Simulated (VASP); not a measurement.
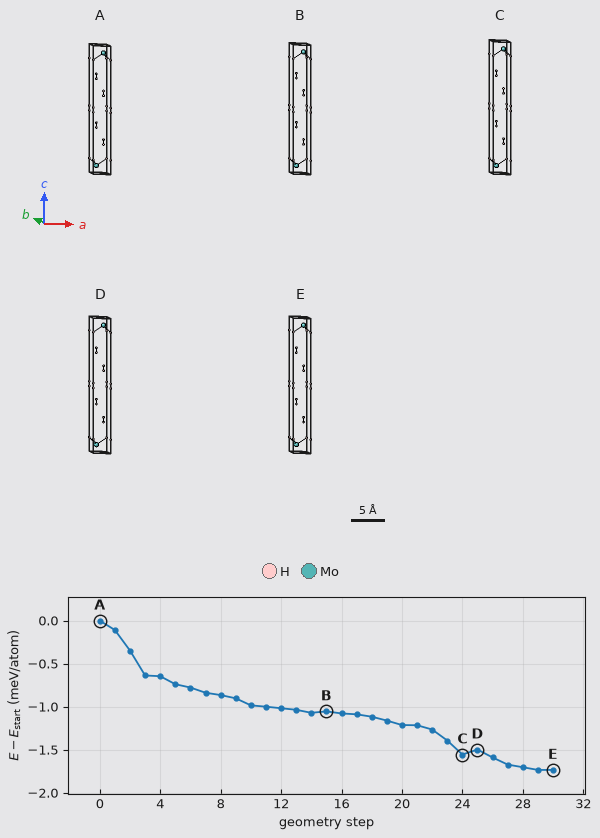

Frames of a relaxation of crystalline MoH$_{6}$ (a generated structure, set up in P-3m1), marked on the history of the run. A ball-and-stick model of the cell of the calculation, seen slightly off an axis.

The run lets cell and atoms move.

Computed with VASP 6.6.1, Kohn-Sham DFT of a periodic cell, PBE, VASP PAW PBE potentials, recommended.

Input file:
```
PREC = Accurate
ENCUT = 520
EDIFF = 1E-6
ISMEAR = 0
SIGMA = 0.1
LREAL = False
LASPH = True
NELM = 120
ALGO = Normal
ISIF = 3
LWAVE = False
LCHARG = False
GGA = PE
IBRION = 2
NSW = 90
EDIFFG = -0.01
KPAR = 8
```

Command:
```bash
cat potpaw_PBE.64/H/POTCAR potpaw_PBE.64/Mo_sv/POTCAR > POTCAR
mpirun -np 8 vasp_std > vasp.out
```

Question: Describe the path.

Answer: After 30 geometry steps the energy has fallen by 1.7 meV per atom. The largest force component goes from 0.22 to 0.0087 eV/Å. The pressure goes from 0.64 to 0.01 GPa. The largest moves relative to the cell, 0.14 Å, are those of H atoms. Largest moves by element: H 0.14 Å, Mo 0.08 Å. Cell: a = b 2.807 → 2.830 Å (+0.8 %), c 20.015 → 21.044 Å (+5.1 %). Volume +6.8 %. Some distances before and after: Mo–Mo 2.807 → 2.830 Å, Mo–Mo 2.835 → 2.815 Å. The space group stays P-3m1 (No. 164). It ran on 8 threads of Intel(R) Xeon(R) Platinum 8488C (Sapphire Rapids), on a shared host. From step 0 to 15: H atoms move most (0.06 Å), volume +2.5 %, energy −1.1 meV per atom. From step 15 to 24: H atoms move most (0.05 Å), volume +2.0 %, energy −0.5 meV per atom. From step 24 to 25: H atoms move most (0.04 Å), volume +1.9 %, energy +0.1 meV per atom. From step 25 to 30: volume +0.3 %, energy −0.2 meV per atom.

```tsv
step	E − E(0), meV/atom	largest force component, eV/Å	pressure, GPa	volume, Å³/atom
0	0.00	0.2195	0.64	9.756
1	-0.11	0.3570	0.89	9.812
2	-0.35	0.1305	0.77	9.787
3	-0.64	0.1218	0.09	9.875
4	-0.65	0.1083	0.18	9.863
5	-0.74	0.0938	0.03	9.890
6	-0.78	0.0936	-0.18	9.928
7	-0.84	0.0892	-0.14	9.939
8	-0.86	0.1647	-0.09	9.953
9	-0.90	0.1389	-0.05	9.958
10	-0.98	0.0620	-0.05	9.970
11	-1.00	0.0884	0.01	9.996
12	-1.02	0.0341	-0.02	9.985
13	-1.04	0.0241	0.02	9.987
14	-1.07	0.0481	0.14	9.993
15	-1.05	0.1679	0.38	10.004
16	-1.08	0.0926	0.22	9.997
17	-1.09	0.0875	0.23	9.999
18	-1.12	0.0720	0.24	10.004
19	-1.16	0.0489	0.27	10.016
21	-1.21	0.1037	0.34	10.044
22	-1.26	0.0886	0.33	10.060
23	-1.39	0.0613	0.31	10.108
24	-1.55	0.0671	0.29	10.205
25	-1.50	0.2652	0.29	10.397
26	-1.59	0.1458	0.29	10.284
27	-1.67	0.1056	0.25	10.332
28	-1.70	0.0965	0.19	10.386
29	-1.73	0.0110	0.00	10.426
30	-1.73	0.0087	0.01	10.424
```
